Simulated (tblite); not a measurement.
## Run report: C₃H₁₀GeP (charge −1), frequency calculation

System: C₃H₁₀GeP, charge −1.
Method: GFN2-xTB harmonic vibrations, gas phase (tblite 0.8.0).

It belongs to a series of runs on one base structure; here: NMeEt replaced by GeMe3.

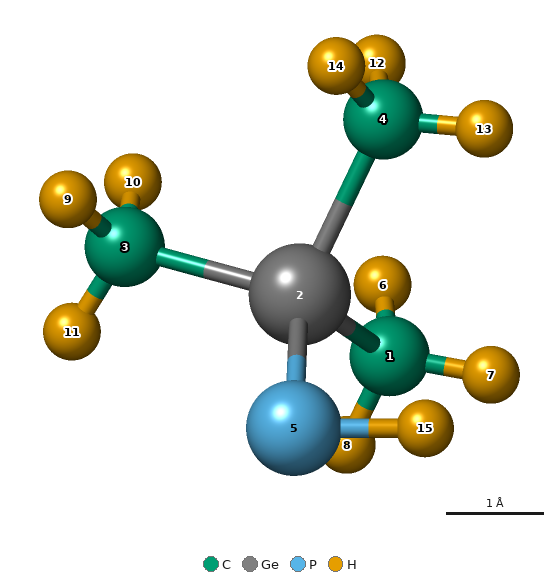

Figure 1. The input geometry (ball-and-stick view, seen at a tilt; atoms are numbered from 1 in the order of the input). Sticks mark near contacts. Bond lengths as drawn: C–Ge 2.01 to 2.03 Å, C–H 1.09 Å, Ge–P 2.25 Å and H–P 1.37 Å.

## Input
```
{"job": {"kind": "ir", "xc": "GFN2-xTB", "basis": "xTB"}, "charge": -1, "multiplicity": 1}
C      0.201663     1.299756    -1.253099
Ge     0.400838     0.055920     0.342523
C      0.640679    -1.731792    -0.549056
C     -1.526894    -0.046574     0.980816
P      1.997500     0.525181     1.858088
H     -0.573614     0.942726    -1.925220
H     -0.061672     2.306578    -0.936359
H      1.133515     1.362530    -1.809731
H      0.627734    -2.538161     0.180008
H     -0.156009    -1.911604    -1.267294
H      1.589904    -1.781769    -1.076689
H     -2.189357    -0.313245     0.162055
H     -1.857710     0.906468     1.387862
H     -1.633439    -0.794011     1.763238
H      1.402448     1.725985     2.120947
```

The first line tells a small driver script what to run in tblite; the rest is the geometry in Å.

Command:
```bash
OMP_NUM_THREADS=1 python <driver script> task.json out
```

## Log
```
mode    cm-1     km/mol
  1      69.1      1.28
  2      91.4      1.59
  3      98.6      1.44
  4     101.5      3.06
  5     120.5      8.20
  6     131.4     24.99
  7     164.1      2.63
  8     170.2      0.08
  9     177.2      8.93
 10     380.3     14.12
 11     493.1    107.98
 12     504.4     92.94
 13     533.7     80.28
 14     669.5      0.13
 15     695.4     25.72
 16     702.2     34.79
 17     762.8     59.53
 18     763.8     64.10
 19     765.9    263.66
 20     794.6     46.50
 21    1302.1      1.33
 22    1304.8      3.06
 23    1313.5      2.03
 24    1491.9      0.00
 25    1498.5      2.28
 26    1499.2      1.48
 27    1503.0      0.00
 28    1503.2      0.08
 29    1510.7      6.70
 30    2332.4    336.24
 31    2991.1     46.90
 32    2991.6      0.42
 33    2999.1    143.42
 34    3000.8     26.09
 35    3002.7     23.91
 36    3005.9      5.85
 37    3008.5    131.88
 38    3008.7    151.61
 39    3011.0    128.77
```

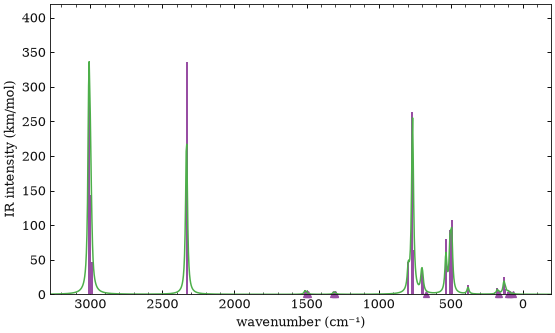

Figure 2. Harmonic infrared spectrum, unscaled: sticks (degenerate modes added up, dark ones marked on the axis) with a Lorentzian envelope of 16 cm⁻¹ full width, scaled to the tallest stick. 39 modes from 69 to 3011 cm⁻¹, none imaginary. The strongest line is at 2332 cm⁻¹ (336 km/mol).

## Key numbers

- outcome: converged
- total energy: −439.3312 eV
- zero-point energy: 72.1480 kcal/mol
- hardware: 1 CPU thread, shared host
- peak memory: 0.18 GiB
